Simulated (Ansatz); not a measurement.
System: B20 (FeSi-type) MnSi. Method: BLYP in Ansatz (PAW).

Run with plane-wave cutoff 520 eV, 12×12×12 k mesh, Fermi–Dirac smearing 0.05 eV, spin-polarised with parallel moments, scalar-relativistic PAW data made under PBE.

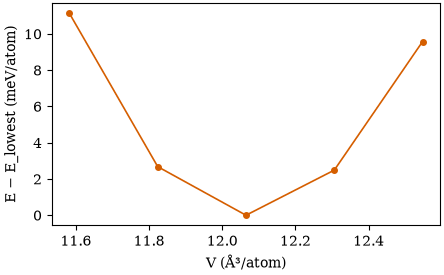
*Total energy against volume*

From the curve, estimate the equilibrium volume and the bulk modulus.

V0 ≈ 12.1 Å³/atom and B0 ≈ 170 GPa; the fit gives V0 = 12.065 Å³/atom, B0 = 171 GPa, B′ = 4.7.

Shape and atoms are relaxed at each volume.

Measured, for comparison: bulk modulus 167 GPa (room temperature, no zero-point or thermal correction; as tabulated in Study of the compressibility of FeSi, MnSi, and CoS2 (JETP Letters), abstract); equilibrium volume per atom 11.85 Å³/atom (temperature not stated, no zero-point or thermal correction; as tabulated in Wikipedia's data pages). Computed (rounded) less measured: bulk modulus +2 %, equilibrium volume per atom +1.8 %. A static lattice is as a rule a little smaller and stiffer than an uncorrected measurement, which narrows the difference in the bulk modulus and would widen misses of the other sign.

Note: the collinear magnetic order is the start's and need not be the measured one; the bulk modulus comes from volumes at which shape and atoms were relaxed.

The result took roughly 70 core-minutes.

Ansatz is a program for electronic structure.
